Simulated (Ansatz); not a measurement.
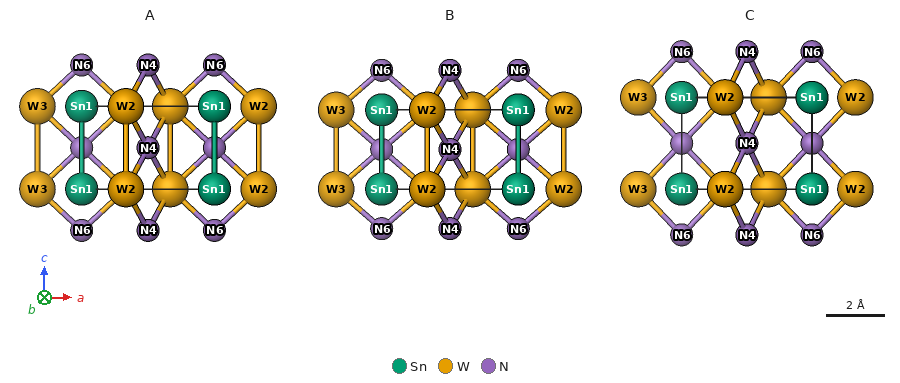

3 geometries from one relaxation of solid SnW₂N₃ (built on the ScCo3B2 type) (coarse preliminary run), in shuffled order. Style: ball-and-stick. Shown: the cell of the calculation, along the b axis.

Case: ScCo3B2 type (P6/mmm, No. 191).

Theory: DFT PBE, scalar-relativistic, plane waves, PAW in Ansatz 0.2.0. Settings: plane-wave cutoff 420 eV; k-point mesh 6 × 6 × 6; occupations gaussian; smearing width 0.1 eV; no spin polarisation; cell and atoms relaxed; force threshold 0.04 eV/Å; at most 70 steps.

Order the frames from highest to lowest energy.

Answer. C, A, B. They are steps 0, 2, 5, at +352 meV per atom, +59.2 meV per atom relative to the last. The energy falls by 352 meV per atom in 4 accepted moves (5 points after the start). All forces vanish by symmetry, so only the cell relaxes. The pressure goes from −16.33 to −0.05 GPa. The SCF was repeated once at an unchanged geometry on a basis and grid sized afresh for the cell, which shifted the energy by 1.7 meV per atom at most. The atoms keep their places relative to the cell (all moves are under 0.005 Å). The volume changes by −5.1 %, with a = b 5.277 → 5.532 Å (+4.8 %), c 3.214 → 2.777 Å (−13.6 %). Among the contacts that change: Sn–Sn 3.214 → 2.777 Å, W–W 3.214 → 2.777 Å, W–W 3.047 → 3.194 Å, N–W 2.214 → 2.116 Å. Bond angles that change, for instance: N–W–N 93.0° → 82.0°, W–N–W 93.0° → 82.0°, W–N–W 87.0° → 98.0°. The space group stays P6/mmm (No. 191).
